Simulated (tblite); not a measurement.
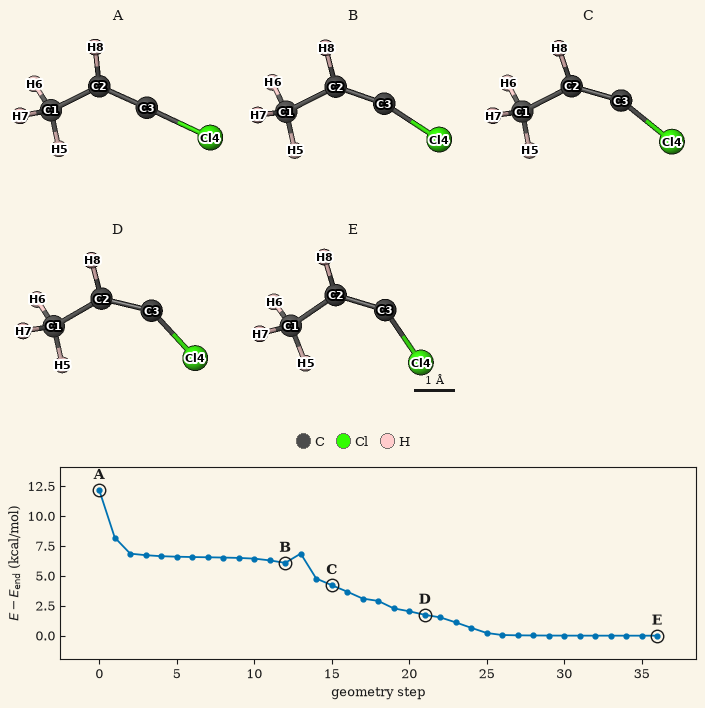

Frames of a relaxation of C3H4Cl (multiplicity 2), marked on the history of the run. Style: ball-and-stick. Shown at a tilt.

Method: tblite, GFN2-xTB geometry optimisation, gas phase. 

Describe the path.

Answer. The atom that moves furthest after the best rigid fit is Cl4 (0.73 Å). Largest moves by element: Cl 0.73 Å, C 0.35 Å, H 0.30 Å. Among the contacts that change: C3–Cl4 1.758 → 1.659 Å, C1–C2 1.475 → 1.512 Å, C2–H8 1.099 → 1.082 Å, C1–H6 1.102 → 1.089 Å. Among the angles between lasting bonds that change: C2–C3–Cl4 178.5° → 136.2°, C1–C2–H8 117.5° → 115.1°. After 36 geometry steps the energy has fallen by 12.2 kcal/mol. Cost: 0.09 s on 1 thread of Arm Neoverse V2 (shared host). From step 0 to 12: Cl4 moves most (0.17 Å), energy −6.09 kcal/mol. From step 12 to 15: C3 moves most (0.10 Å), energy −1.86 kcal/mol. From step 15 to 21: Cl4 moves most (0.20 Å), energy −2.48 kcal/mol. From step 21 to 36: Cl4 moves most (0.28 Å), energy −1.74 kcal/mol.
